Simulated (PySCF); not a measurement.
C2H12OSi4 (SMILES O=CC[SiH2][SiH2][SiH2][SiH3])

Input

```
{"job": {"kind": "nmr", "xc": "PBE0", "basis": "pcSseg-1"}, "charge": 0, "multiplicity": 1}
O      0.185532     0.991359     0.922894
C      0.978557     1.501772     0.150919
C      2.251839     0.913166    -0.201102
Si     1.696499    -0.722416    -1.121270
Si     0.349676    -1.788689     0.444971
Si    -1.884528    -1.154692     0.624301
Si    -2.473938     1.071960     0.437886
H      0.686369     2.411383    -0.403775
H      2.794008     0.563808     0.672481
H      2.875777     1.563341    -0.801823
H      1.039575    -0.250167    -2.350779
H      2.992337    -1.232444    -1.594535
H      0.469053    -3.222946     0.092843
H      1.076814    -1.723037     1.724502
H     -2.394258    -1.731526     1.882578
H     -2.603942    -1.949015    -0.395791
H     -3.915532     1.158025     0.138340
H     -1.843751     1.728858    -0.714337
H     -2.289891     1.880510     1.637874
```

Command:

```sh
OMP_NUM_THREADS=1 python probes_run.py task.json out
```

Geometry: GFN2-xTB.

Method: PBE0/pcSseg-1, SCF density, gas phase, non-relativistic in PySCF.

**Predict the electron density and electron localisation function between the atoms.**

C–C (1.45 Å): the density is about 1.9 e/Å³ at the midpoint; the ELF peaks at about 0.95 between the atoms; a covalent bond.
Si–Si (2.31 Å): ρ at the midpoint is about 0.66 e/Å³; the ELF peaks at about 1 between the atoms; a shared electron pair.

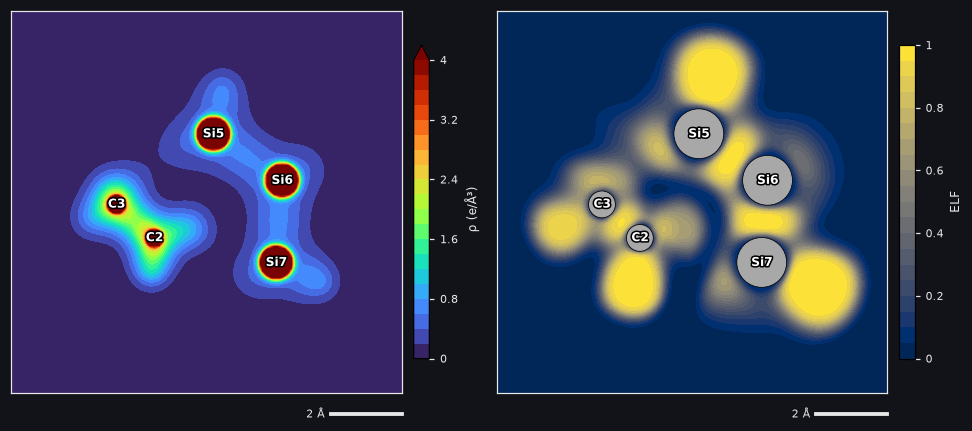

Computed electron density and electron localisation function on the plane of atoms Si5, Si6 and Si7, in this order. Grey discs cover the atomic cores in the ELF map. 
